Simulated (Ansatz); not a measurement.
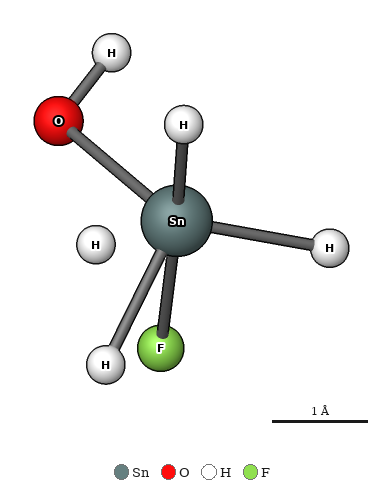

**Figure 1.** The structure as given in the input (ball-and-stick view, seen at an oblique angle). Sticks mark near contacts. Bond lengths as drawn: F–Sn 2.17 Å, H–O 1.01 Å, H–Sn 1.74 Å and O–Sn 2.31 Å.

**SnH₅OF: geometry relaxation**

- system: SnH₅OF
- method: RKS B3LYP-D4/def2-SVP (Ansatz 0.2.0)

The input holds or restrains some coordinates. It belongs to a series of runs on one base structure; here: pulled along the bonds that form and break, towards end A.

Log:
```
The last accepted step is kept in [file] (removed where the run ends without a failure and the disk answers)
Engine: ansatz 0.2.0, aarch64-unknown-linux-gnu
Functional definition: B3LYP
  parameter a0 = 0.2
  parameter ax = 0.72
  parameter ac = 0.81
  exchange = (1 - a0 - ax)*slater_x + ax*b88_x + a0*exact_x
  correlation = (1 - ac)*vwn_rpa_c + ac*lyp_c
924 factors; integrals over basis functions are off by at most 3.1e-4 eV
mean field evaluation 1: about -10667.6983 eV, gradient 5.4e1 eV
mean field evaluation 2: about -10651.8723 eV, gradient 1.0e2 eV
mean field evaluation 4: about -10672.8296 eV, gradient 7.0e0 eV
mean field evaluation 8: about -10672.9317 eV, gradient 5.8e-2 eV
mean field evaluation 16: about -10672.9317 eV, gradient 1.6e-5 eV
mean field -10672.93165708 eV, -392.2230040247 hartree, gradient 1.6e-5 eV, S^2 0.000000; 0 other end points of the search recorded, 0 dependent functions left out
the calculation of the forces begins
reference -10672.93189838 eV, -392.2230128922 hartree; 22, 22 occupied and 57, 57 virtual orbitals, 924 factors
relax step   1: F+E_penalty+E_count = -10673.12124405 eV  Δ(F+E_penalty+E_count) = +0.000e0 eV  max|allowed force component| = 3.796e0 eV/Å  E_restraint = 25.76988623 eV  max|allowed force component, restraints' pulls added| = 2.374e1 eV/Å  Δτ_max = 0.0000 Å  (25 SCF iters, accepted)
  distance Sn 0 - F 6 = 2.1700 Å
  distance H 7 - O 1 = 1.4310 Å
  distance Sn 0 - O 1 = 2.3100 Å
  distance H 7 - F 6 = 1.3428 Å
these checks for a lower state are left out or cut short: starts, cluster_reference, orbital_swaps, neighbouring_geometries, increment
924 factors; integrals over basis functions are off by at most 4.6e-4 eV
mean field -10673.33347889 eV, -392.2377707040 hartree, gradient 2.4e-5 eV, S^2 0.000000; 0 other end points of the search recorded, 0 dependent functions left out
[... from here on the field's lines of each further geometry are left out, up to the last ...]
relax step   2: F+E_penalty+E_count = -10673.51848545 eV  Δ(F+E_penalty+E_count) = -3.972e-1 eV  max|allowed force component| = 4.025e0 eV/Å  E_restraint = 11.13334036 eV  max|allowed force component, restraints' pulls added| = 1.744e1 eV/Å  Δτ_max = 0.1948 Å  (33 SCF iters, accepted)
relax step   3: F+E_penalty+E_count = -10673.94672342 eV  Δ(F+E_penalty+E_count) = -4.282e-1 eV  max|allowed force component| = 3.666e0 eV/Å  E_restraint = 3.26231688 eV  max|allowed force component, restraints' pulls added| = 7.586e0 eV/Å  Δτ_max = 0.1948 Å  (33 SCF iters, accepted)
relax step   4: F+E_penalty+E_count = -10674.29442681 eV  Δ(F+E_penalty+E_count) = -3.477e-1 eV  max|allowed force component| = 2.291e0 eV/Å  E_restraint = 0.41706742 eV  max|allowed force component, restraints' pulls added| = 4.437e0 eV/Å  Δτ_max = 0.1948 Å  (29 SCF iters, accepted)
relax step   5: F+E_penalty+E_count = -10674.69094760 eV  Δ(F+E_penalty+E_count) = -3.965e-1 eV  max|allowed force component| = 1.180e0 eV/Å  E_restraint = 0.01324977 eV  max|allowed force component, restraints' pulls added| = 6.931e-1 eV/Å  Δτ_max = 0.1944 Å  (28 SCF iters, accepted)
relax step   6: F+E_penalty+E_count = -10674.63604648 eV  Δ(F+E_penalty+E_count) = +5.490e-2 eV  max|allowed force component| = 1.625e0 eV/Å  E_restraint = 0.01812170 eV  max|allowed force component, restraints' pulls added| = 1.184e0 eV/Å  Δτ_max = 0.2000 Å  (28 SCF iters, rejected (line search))
relax step   7: F+E_penalty+E_count = -10674.74127085 eV  Δ(F+E_penalty+E_count) = -5.032e-2 eV  max|allowed force component| = 1.080e0 eV/Å  E_restraint = 0.01786880 eV  max|allowed force component, restraints' pulls added| = 7.771e-1 eV/Å  Δτ_max = 0.0974 Å  (29 SCF iters, accepted)
relax step   8: F+E_penalty+E_count = -10674.74791095 eV  Δ(F+E_penalty+E_count) = -6.640e-3 eV  max|allowed force component| = 1.101e0 eV/Å  E_restraint = 0.01070215 eV  max|allowed force component, restraints' pulls added| = 6.570e-1 eV/Å  Δτ_max = 0.0974 Å  (26 SCF iters, accepted)
relax step   9: F+E_penalty+E_count = -10674.75782248 eV  Δ(F+E_penalty+E_count) = -9.912e-3 eV  max|allowed force component| = 1.101e0 eV/Å  E_restraint = 0.01474725 eV  max|allowed force component, restraints' pulls added| = 8.320e-1 eV/Å  Δτ_max = 0.0563 Å  (27 SCF iters, accepted)
relax step  10: F+E_penalty+E_count = -10674.76812566 eV  Δ(F+E_penalty+E_count) = -1.030e-2 eV  max|allowed force component| = 7.869e-1 eV/Å  E_restraint = 0.01729367 eV  max|allowed force component, restraints' pulls added| = 4.935e-1 eV/Å  Δτ_max = 0.0735 Å  (28 SCF iters, accepted)
the calculation of the forces begins
reference -10674.59052116 eV, -392.2839661553 hartree; 22, 22 occupied and 57, 57 virtual orbitals, 924 factors
relax step  11: F+E_penalty+E_count = -10674.76982319 eV  Δ(F+E_penalty+E_count) = -1.698e-3 eV  max|allowed force component| = 7.866e-1 eV/Å  E_restraint = 0.01365213 eV  max|allowed force component, restraints' pulls added| = 9.382e-2 eV/Å  Δτ_max = 0.0979 Å  (28 SCF iters, accepted)
  distance Sn 0 - F 6 = 3.0719 Å
  distance H 7 - O 1 = 2.1960 Å
  distance Sn 0 - O 1 = 1.9857 Å
  distance H 7 - F 6 = 0.9272 Å
924 factors; integrals over basis functions are off by at most 8.6e-4 eV
mean field evaluation 96: about -10674.5709 eV, gradient 1.3e-1 eV
```

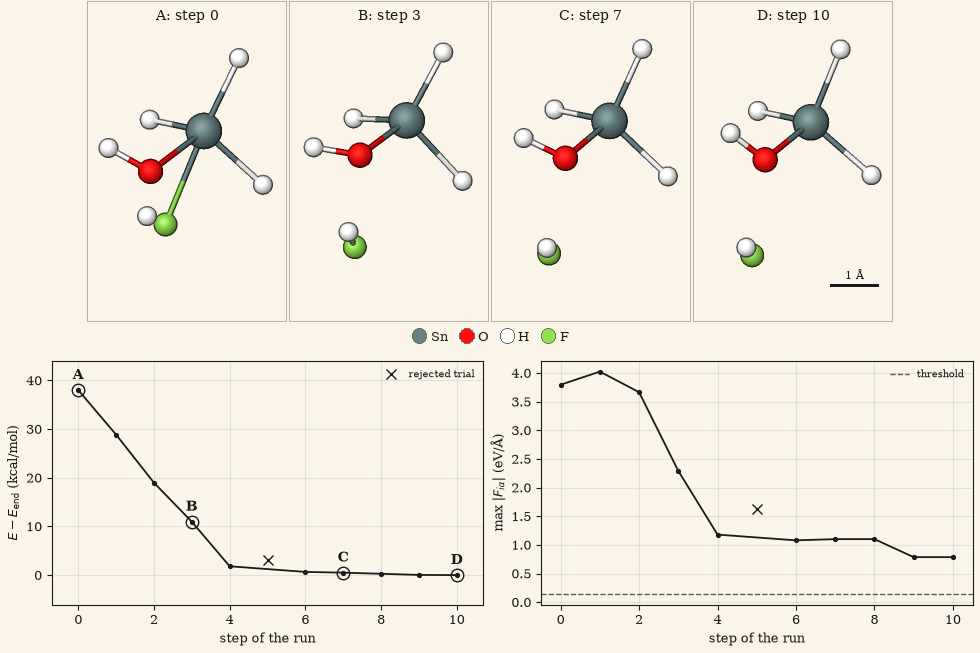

**Figure 2.** Frames of the restrained relaxation (ball-and-stick view, seen at a tilt) above the curves, on which the letters mark them (the first geometry is step 0 here and step 1 in the log).

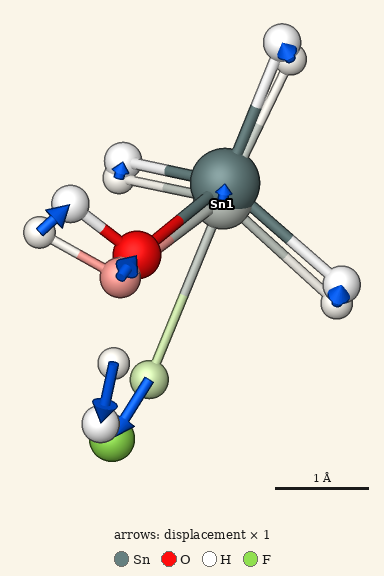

**Figure 3.** Start (faint) and end (solid) with the displacements as blue arrows, at true length (ball-and-stick view, seen at a tilt). The two geometries are laid on each other by the best rigid fit. The atom that moves furthest after the best rigid fit is F7 (0.76 Å). By element the largest moves are F 0.76 Å, H 0.74 Å, O 0.39 Å, Sn 0.19 Å. Among the contacts that change: Sn1–F7 2.170 → 3.072 Å, F7–H8 1.343 → 0.927 Å, Sn1–O2 2.310 → 1.986 Å, O2–H3 1.010 → 0.966 Å. New bonds form: F7–H8 (1.34 → 0.93 Å). Bonds break: Sn1–F7 (2.17 → 3.07 Å). Among the angles that change: H4–Sn1–H6 109.5° → 115.3°, O2–Sn1–H4 109.4° → 104.3°, Sn1–O2–H3 109.5° → 113.5°. After 10 geometry steps the energy has fallen by 38.0 kcal/mol. Largest force component: 3.8 eV/Å at the start, 0.79 eV/Å at the end. The line search rejected the trial step at point 5 (counted from 0) and went back. (Atoms are counted from 1 in the order of the input.)

```
mean field -10674.59027363 eV, -392.2839570589 hartree, gradient 2.6e-5 eV, S^2 0.000000; 1 other end points of the search recorded, 0 dependent functions left out
the calculation of the forces begins
reference -10674.59052116 eV, -392.2839661553 hartree; 22, 22 occupied and 57, 57 virtual orbitals, 924 factors
Total energy: -10674.77007072 eV, -392.2905644798 hartree
Atom 0 at    -0.139366     0.128889    -0.035948 Å, force    -0.093123     0.100221    -0.786604 eV/Å
Atom 1 at    -0.076203     0.078833     1.948086 Å, force     0.321151    -0.354565     0.695780 eV/Å
Atom 2 at    -0.949494     0.052984     2.360118 Å, force    -0.007758    -0.003460     0.022546 eV/Å
Atom 3 at     1.494619     0.265688    -0.506364 Å, force     0.002568     0.005604     0.013201 eV/Å
Atom 4 at    -1.029143     1.555019    -0.444131 Å, force     0.008314    -0.023253     0.004341 eV/Å
Atom 5 at    -0.956998    -1.261935    -0.619084 Å, force    -0.002207    -0.011599    -0.018017 eV/Å
Atom 6 at     1.417831    -2.239747     1.147831 Å, force     0.099564    -0.181739    -0.208274 eV/Å
Atom 7 at     1.203354    -1.704330     1.873792 Å, force    -0.328508     0.468790     0.277026 eV/Å
Dipole moment:    -0.342964     0.165688     0.037129 e Å
```

Trajectory as extended XYZ (Å, eV, eV/Å), 11 frames, from step=1 to step=11:
```
8
Properties=species:S:1:pos:R:3:forces:R:3 step=1 energy=-10673.12124
Sn    0.0000    0.0000    0.0000    0.2209  -0.1502  -1.0745
O     0.0000    0.0000    2.3100   -0.1328  -2.1674  -1.8239
H    -0.9095   -0.2814    2.6471    1.5767   0.2769  -0.5961
H     1.6408    0.0000   -0.5794   -0.2929   0.9048  -0.1081
H    -0.8195    1.4198   -0.5794   -0.1658   0.2033   0.5860
H    -0.8195   -1.4198   -0.5794   -0.5287   0.5180   0.0310
F     1.1326   -1.7199    0.6842   -0.3112   0.1778   3.7959
H     0.7397   -1.1233    1.8212   -0.3663   0.2369  -0.8102
8
Properties=species:S:1:pos:R:3:forces:R:3 step=2 energy=-10673.51849
Sn   -0.0800    0.1228    0.0207    1.5256  -2.6283   0.0564
O    -0.0655    0.0901    2.2438   -0.2702  -1.3844  -1.4997
H    -0.9032   -0.2798    2.6442    1.0079   0.5156  -0.7472
H     1.6308    0.0116   -0.5781   -1.0791   0.7031   0.4486
H    -0.8269    1.4314   -0.5757   -0.9266   1.5550  -0.1533
H    -0.8240   -1.4084   -0.5770   -0.0784   1.0678   0.3882
F     1.2098   -1.8402    0.8165   -1.2258   1.6592   4.0254
H     0.8236   -1.2521    1.7300    1.0467  -1.4880  -2.5183
8
Properties=species:S:1:pos:R:3:forces:R:3 step=3 energy=-10673.94672
Sn   -0.1397    0.2041    0.0481    2.0346  -3.6657   0.2867
O    -0.1352    0.1804    2.1768   -0.2935  -0.9062  -0.8395
H    -0.8966   -0.2709    2.6319    0.7524   0.5982  -0.9000
H     1.6080    0.0194   -0.5657   -1.3638   0.6642   0.6797
H    -0.8463    1.4644   -0.5840   -1.2653   2.1892  -0.6195
H    -0.8209   -1.3885   -0.5678    0.0235   1.2591   0.5119
F     1.2694   -1.9334    0.9297   -0.2874   0.2657   1.2736
H     0.9259   -1.4000    1.6553    0.3994  -0.4045  -0.3929
8
Properties=species:S:1:pos:R:3:forces:R:3 step=4 energy=-10674.29443
Sn   -0.1707    0.2223    0.0541    1.3596  -2.2908  -0.7905
O    -0.1835    0.2335    2.0822   -0.1219  -0.7491   0.3758
H    -0.8820   -0.2499    2.5883    0.5399   0.5256  -0.8692
H     1.5433    0.0501   -0.5288   -1.0053   0.5149   0.6082
H    -0.8884    1.5373   -0.6014   -0.6855   1.1508  -0.2249
H    -0.8237   -1.3324   -0.5437   -0.1143   0.8157   0.3683
F     1.3602   -2.0764    1.0259    0.4842  -0.9347  -0.6774
H     1.0095   -1.5092    1.6476   -0.4567   0.9677   1.2096
8
Properties=species:S:1:pos:R:3:forces:R:3 step=5 energy=-10674.69095
Sn   -0.1595    0.1670   -0.0379   -0.1544  -0.1189  -0.5648
O    -0.1340    0.1995    1.9502   -0.1332  -0.6958   1.1803
H    -0.8821   -0.1992    2.4473    0.4849   0.3862  -0.6280
H     1.4846    0.1786   -0.4345    0.2283   0.0925  -0.0714
H    -0.9398    1.5973   -0.5665   -0.1217   0.0782  -0.0081
H    -0.9492   -1.2703   -0.5151   -0.1569  -0.0145  -0.1118
F     1.4100   -2.1976    1.1153    0.0946  -0.3012  -0.2276
H     1.1347   -1.5998    1.7656   -0.2415   0.5735   0.4314
8
Properties=species:S:1:pos:R:3:forces:R:3 step=6 energy=-10674.63605 accepted=F
Sn   -0.1910    0.1320    0.0016    0.5608   0.3136  -1.6250
O    -0.0081    0.2130    1.9774   -0.7521  -0.9806   0.6827
H    -0.8587   -0.1926    2.2488    0.5257   0.3353   0.5404
H     1.4589    0.2141   -0.4620   -0.0767   0.0003  -0.0890
H    -1.0014    1.5825   -0.4702   -0.0822  -0.0414   0.0664
H    -0.9996   -1.2417   -0.6709    0.0018   0.0867   0.3212
F     1.3381   -2.2403    1.2230    0.0060  -0.2148  -0.1606
H     1.2263   -1.5916    1.8766   -0.1833   0.5008   0.2638
8
Properties=species:S:1:pos:R:3:forces:R:3 step=7 energy=-10674.74127
Sn   -0.1547    0.1555   -0.0273   -0.0228   0.0167  -0.8200
O    -0.0893    0.1649    1.9598   -0.5057  -0.6948   1.0800
H    -0.9260   -0.1575    2.3710    0.7771   0.3463  -0.3760
H     1.4938    0.2071   -0.4536    0.0492   0.0370  -0.0408
H    -0.9689    1.5886   -0.5309   -0.0443   0.0059   0.0363
H    -0.9823   -1.2539   -0.5449   -0.0542   0.0152  -0.0344
F     1.3765   -2.2339    1.1435   -0.0006   0.0663   0.1152
H     1.2156   -1.5954    1.8067   -0.1987   0.2076   0.0397
8
Properties=species:S:1:pos:R:3:forces:R:3 step=8 energy=-10674.74791
Sn   -0.1563    0.1575   -0.0451    0.0630  -0.0376  -0.7998
O    -0.0707    0.1350    1.9380   -0.4355  -0.5495   1.1011
H    -0.9210   -0.1417    2.3457    0.6570   0.2592  -0.2861
H     1.4929    0.2271   -0.4899   -0.0461   0.0204  -0.0335
H    -0.9900    1.5935   -0.5035   -0.0387   0.0336   0.0111
H    -1.0051   -1.2366   -0.5797   -0.0038   0.0241  -0.0287
F     1.3735   -2.2166    1.1711    0.0942  -0.2349  -0.1641
H     1.2412   -1.6428    1.8878   -0.2900   0.4848   0.2001
8
Properties=species:S:1:pos:R:3:forces:R:3 step=9 energy=-10674.75782
Sn   -0.1356    0.1425   -0.0393   -0.1144   0.0994  -0.8087
O    -0.0720    0.1316    1.9462    1.1010  -0.2072   0.3315
H    -0.9040   -0.0900    2.3478   -0.8000  -0.1680   0.3901
H     1.4939    0.2696   -0.5269    0.0165  -0.0183   0.0318
H    -1.0110    1.5652   -0.4718   -0.0160   0.0214   0.0002
H    -0.9770   -1.2437   -0.5998    0.0160  -0.0263  -0.0020
F     1.3787   -2.2365    1.1810    0.0749  -0.1678  -0.1513
H     1.1917   -1.6632    1.8871   -0.2781   0.4668   0.2085
8
Properties=species:S:1:pos:R:3:forces:R:3 step=10 energy=-10674.76813
Sn   -0.1415    0.1417   -0.0408   -0.0127   0.0382  -0.7869
O    -0.0703    0.1134    1.9445    0.2148  -0.4234   0.7709
H    -0.9307   -0.0431    2.3597    0.0570   0.0531  -0.0384
H     1.4962    0.2486   -0.5163   -0.0453   0.0064   0.0161
H    -1.0085    1.5691   -0.4718   -0.0237   0.0241   0.0024
H    -0.9855   -1.2477   -0.5947    0.0130  -0.0011  -0.0121
F     1.4392   -2.2058    1.1527   -0.0377   0.0210   0.1494
H     1.1658   -1.7007    1.8908   -0.1653   0.2816  -0.1014
8
Properties=species:S:1:pos:R:3:forces:R:3 step=11 energy=-10674.76982
Sn   -0.1394    0.1289   -0.0359   -0.0931   0.1002  -0.7866
O    -0.0762    0.0788    1.9481    0.3212  -0.3546   0.6958
H    -0.9495    0.0530    2.3601   -0.0078  -0.0035   0.0225
H     1.4946    0.2657   -0.5064    0.0026   0.0056   0.0132
H    -1.0291    1.5550   -0.4441    0.0083  -0.0233   0.0043
H    -0.9570   -1.2619   -0.6191   -0.0022  -0.0116  -0.0180
F     1.4178   -2.2397    1.1478    0.0996  -0.1817  -0.2083
H     1.2034   -1.7043    1.8738   -0.3285   0.4688   0.2770
```

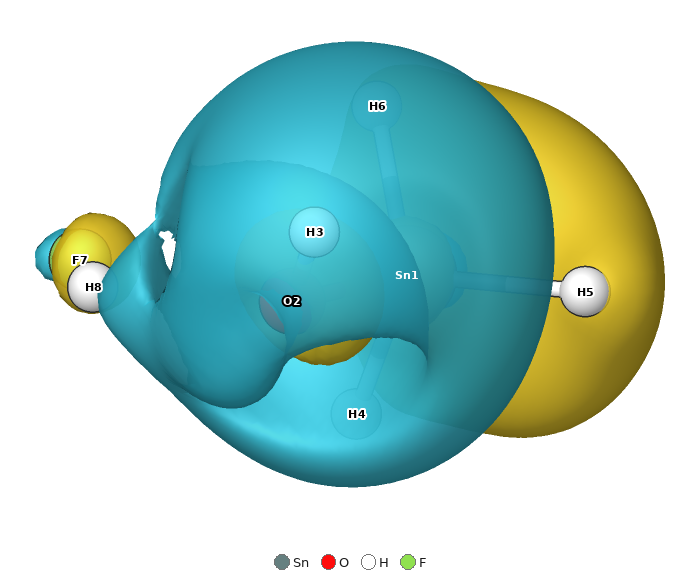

**Figure 4.** One frontier orbital at ±0.08 Å⁻³ᐟ² (yellow and cyan are the two phases), seen from the side. The LUMO, at −0.54 eV. By Hirshfeld shares it lies mainly on Sn1 (55 %), O2 (15 %) and H3 (10 %).

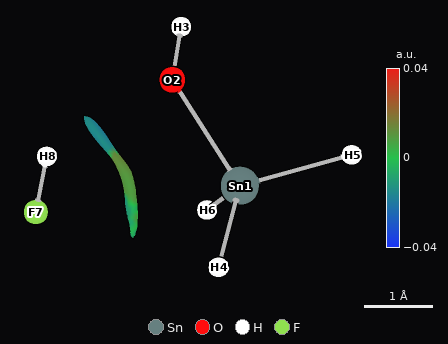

**Figure 5.** Non-covalent interaction (NCI) plot: the surface where the reduced density gradient is 0.5, for densities under 0.05 a.u., coloured by sign(λ₂)ρ; seen face on. H8···O2 (2.2 Å): a hydrogen bond (blue, attractive).

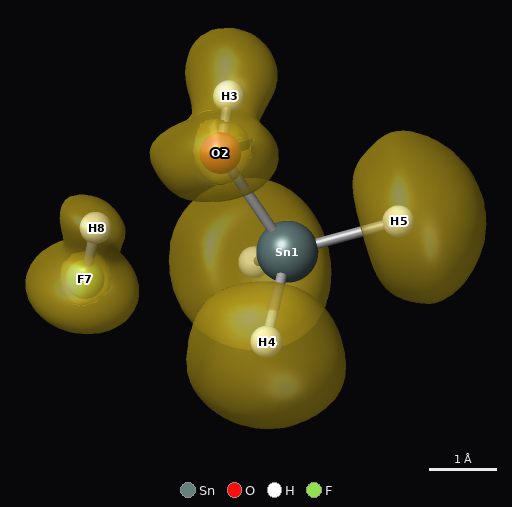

**Figure 6.** Isosurface of the electron localisation function at 0.75 (yellow), seen at a tilt. Core shells and regions of very low density are left out. Along the contacts the grid gives the following. Sn1···F7 (3.07 Å): the ELF is only about 0 between them. Sn–O (1.99 Å): the ELF peaks at about 0.85 in the valence shell of O, 0.5 Å from its nucleus, and drops to about 0.15 between the two atoms.

This output came from the following input.

The input:
```yaml
crystal:
  periodic: [false, false, false]
  atoms:
    - { symbol: Sn, position_ang: [0.0, 0.0, 0.0] }
    - { symbol: O, position_ang: [0.0, 0.0, 2.31] }
    - { symbol: H, position_ang: [-0.9095, -0.2814, 2.6471] }
    - { symbol: H, position_ang: [1.6408, 0.0, -0.5794] }
    - { symbol: H, position_ang: [-0.8195, 1.4198, -0.5794] }
    - { symbol: H, position_ang: [-0.8195, -1.4198, -0.5794] }
    - { symbol: F, position_ang: [1.1326, -1.7199, 0.6842] }
    - { symbol: H, position_ang: [0.7397, -1.1233, 1.8212] }
basis:
  gaussian: { orbitals: def2-SVP }
hamiltonian:
  xc: b3lyp
  dispersion: d4
relax:
  f_tol: 0.15
  max_steps: 25
  restrain:
    - { distance: [0, 6], at: 3.07, k: 30.0 }
    - { distance: [7, 1], at: 2.21, k: 30.0 }
    - { distance: [0, 1], at: 1.96, k: 30.0 }
    - { distance: [7, 6], at: 0.92, k: 30.0 }
output:
  orbitals: {}
```

Command:
```bash
ansatz run input.yaml --threads 2 --pin off --max-ram 3072MiB --backend cpu --events-out ev --progress --plain --runs-dir out
```

Results in brief:

```json
{"quantity": "outcome", "value": "converged under the restraints of the input"}
{"quantity": "total energy", "value": "−10674.7701 eV"}
{"quantity": "mean-field energy", "value": "−10674.5905 eV"}
{"quantity": "largest force (length of the vector) at the end, held atoms and coordinates included", "value": "0.844 eV/Å"}
{"quantity": "hardware", "value": "2 threads of Arm Neoverse V2, 24 GiB of memory available, shared host"}
{"quantity": "wall time", "value": "20 s (CPU time 38 s)"}
{"quantity": "peak memory", "value": "0.17 GiB"}
```
